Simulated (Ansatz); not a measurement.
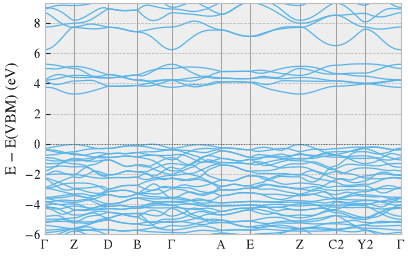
Figure: Band structure from DFT-r²SCAN in the program Ansatz with PAW potentials

The gap is 3.29 eV; an edge lies off the plotted path or next to a special point (maximum off the standard path, minimum at Z).

Problem. Which compound is it?
A) As2O3, P2_1/c (Pearson symbol mP20)
B) ZnWO4, P2/c (Zn on 2f, W on 2e, O on 4g, O on 4g)
C) TiO2, P2_1/c (Ti on 4e, O on 4e, O on 4e)
D) K2CoI4, P2_1/m (Pearson symbol mP14)

Solution. B, ZnWO4, P2/c (Zn on 2f, W on 2e, O on 4g, O on 4g)

The first step of the workflow began from a Materials Project structure, measured or hypothetical; the Crystallography Open Database files this formula in space group No. 13, but the cells were not matched. Its standing as an ambient phase is unchecked. The r²SCAN relaxation kept the symmetry of its start; its stability against distortions is not shown here. No spin polarisation was allowed. No Hubbard U is applied. Scalar-relativistic: spin–orbit coupling is off unless named, which matters more the heavier the elements.

Potentials: the later of the program's two PAW sets.
